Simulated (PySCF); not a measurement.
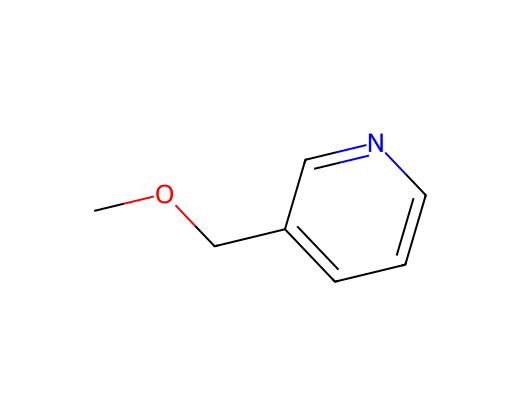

Skeletal drawing of a molecule.

Write the SMILES.

COCc1cccnc1

What is the molecular formula?

C7H9NO.

An optimisation with PBE0-D3(BJ)/def2-SVP gave a structure of which point group?

C1. Other conformers may differ.

The parts below concern this one geometry. Atoms keep their numbers from picture to picture. The computed structure is the end point of a PBE0-D3(BJ)/def2-SVP optimisation. No frequency run is at hand to confirm it as a minimum.

## Core levels

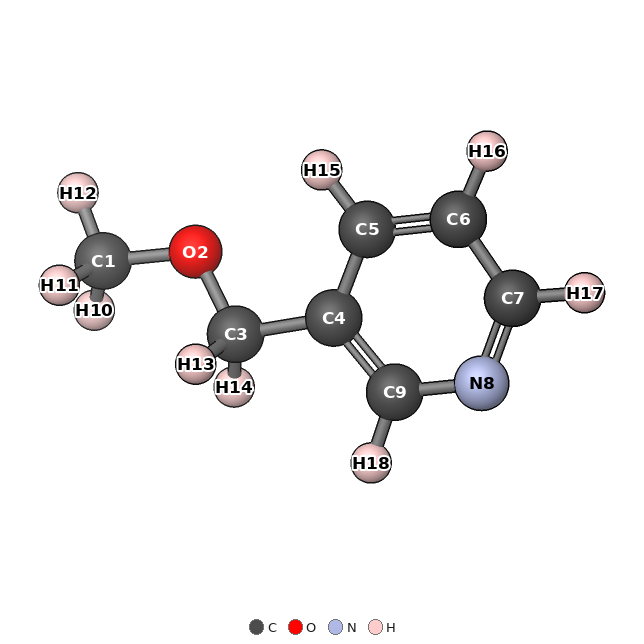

No frequency run is at hand to confirm it as a minimum. Properties computed with delta-SCF UKS SCAN, pcX-2 on the ionised atom, pcseg-1 elsewhere, spin-free X2C (PySCF 2.14.0).

Give the core-electron binding energies (to vacuum) of C1 1s, O2 1s, C3 1s, C4 1s, C5 1s, C6 1s, C7 1s, N8 1s, C9 1s.

```
atom  level  binding energy (eV)
  C1     1s                292.4
  O2     1s                538.7
  C3     1s                292.4
  C4     1s                290.5
  C5     1s                290.5
  C6     1s                290.4
  C7     1s                291.0
  N8     1s                404.4
  C9     1s                291.0
```

## Electronic properties

No frequency run is at hand to confirm it as a minimum. Properties computed with PBE0/def2-SVPD, gas phase (PySCF 2.14.0). Excitations: vertical, linear response.

Computed properties:

- dipole moment: 2.68 D
- HOMO energy (Kohn–Sham orbital): −7.27 eV
- LUMO energy (Kohn–Sham orbital): −0.72 eV
- HOMO–LUMO gap: 6.54 eV
- mean static polarisability: 93.1 bohr³
- lowest vertical singlet excitation: 4.89 eV
- its oscillator strength: 0.004
- brightest of the 10 lowest singlets: 7.28 eV
- its oscillator strength: 0.59

## Ring current

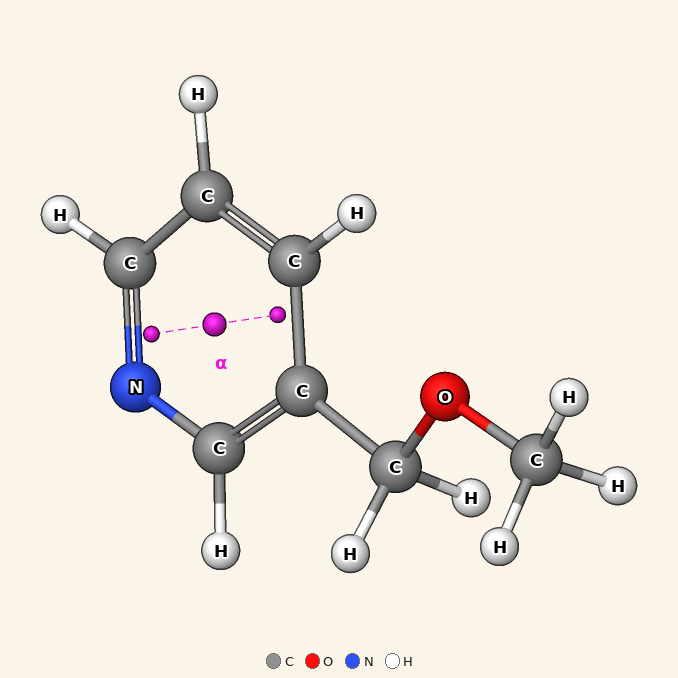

The small points mark where nucleus-independent chemical shifts (NICS) were computed: at the centre of each lettered ring and 1 Å above and below it. No frequency run is at hand to confirm it as a minimum. Method: GIAO PBE0/pcSseg-1 NMR shielding, non-relativistic, gas phase (PySCF 2.14.0).

Give NICS(0), NICS(1) and the out-of-plane component NICS(1)zz for each ring (means of the two sides).

```tsv
ring	members	NICS(0)	NICS(1)	NICS(1)zz
α	C5N	−7.5	−11.2	−28.3
```

Values in ppm.

What do the values say about the ring currents?

Ring α: diatropic, as in an aromatic ring. NICS is one index among several.

## Quadrupole coupling

No frequency run is at hand to confirm it as a minimum. Electric field gradients from the ground-state density, PBE0/pcSseg-1 (PySCF 2.14.0), non-relativistic apart from any core potentials.

Give the largest field-gradient component, the quadrupole coupling constant and the asymmetry for 17O at O2 (Q = −25.6 mb), 14N at N8 (Q = 20.44 mb), 2H at H10 (Q = 2.86 mb), 2H at H11 (Q = 2.86 mb), 2H at H12 (Q = 2.86 mb), 2H at H13 (Q = 2.86 mb).

| atom | V_zz (a.u.) | e²qQ/h (MHz) | η |
| --- | --- | --- | --- |
| O2 | −2.035 | 12.24 | 0.98 |
| N8 | −1.142 | −5.49 | 0.37 |
| H10 | 0.270 | 0.182 | 0.09 |
| H11 | 0.270 | 0.182 | 0.09 |
| H12 | 0.288 | 0.193 | 0.07 |
| H13 | 0.261 | 0.175 | 0.09 |
